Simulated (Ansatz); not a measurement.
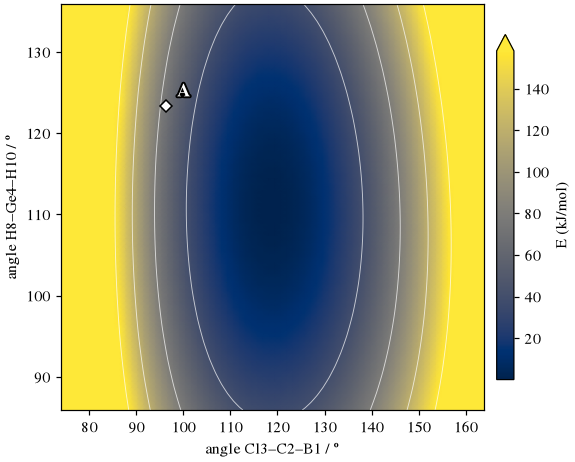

CH₆BClGe, SMILES B[CH](Cl)[GeH3]. The first coordinate is: angle Cl3–C2–B1; the second: angle H8–Ge4–H10. Nothing is relaxed (all other coordinates rigid). The scan uses a 9 × 9 grid. Energies: kJ/mol, counted from the lowest grid point. Method: RKS PBE-D4/def2-SVP (Ansatz 0.2.0).

Drawn: a smooth colour map with a few white contour lines, one colour for all values above the top of the scale, the point A. Between grid points the surface is interpolated.

Question: Is A at rest? If not, where is it pushed?

Answer: A, at angle Cl3–C2–B1 = 96.4°, angle H8–Ge4–H10 = 123.4°, is not a stationary point. The computed force is 6.3 kJ/mol for each degree towards larger values of angle Cl3–C2–B1 and 1.4 kJ/mol for each degree towards smaller values of angle H8–Ge4–H10.
